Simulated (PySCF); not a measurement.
ClH2Si, SMILES [SiH2]Cl (connectivity only; charge and spin as stated), charge +1, multiplicity 1. Atoms are numbered in the order given.

```xyz
4

Si     0.0000     0.0000    -0.9647
Cl     0.0000     0.0000     0.9896
H      0.0000    -1.2911    -1.6590
H      0.0000     1.2911    -1.6590
```
Charge +1, spin multiplicity 1.

The structure is a stationary point at B3LYP-D3(BJ)/def2-TZVP. The spin state was assumed, not searched. The isomer is the one that the SMILES or the coordinates give; other isomers of the formula were not compared.

Lowest vertical singlet excitation by several levels in PySCF, with rough processor times relative to the cheapest run on one machine. Each run also gave further roots (ADC and EOM-CCSD ionised and attached states too); roots are paired by order and the bases differ. EOM-CCSD serves as a yardstick, not as the true value; all levels that ended soundly for this molecule are listed, with differences from unrounded values.

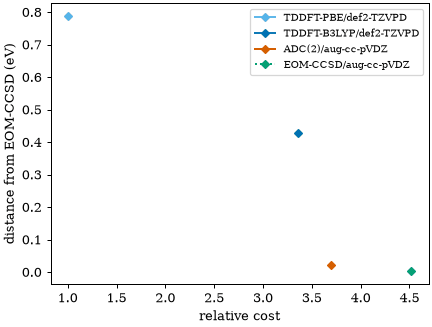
Figure. Cost against distance from EOM-CCSD for the lowest singlet.

```tsv
level	relative cost	S1 (eV)	S1 minus EOM-CCSD (eV)
TDDFT-PBE/def2-TZVPD	1	4.27	-0.79
TDDFT-B3LYP/def2-TZVPD	3	4.63	-0.43
ADC(2)/aug-cc-pVDZ	4	5.08	0.02
EOM-CCSD/aug-cc-pVDZ	5	5.06	0.00
```
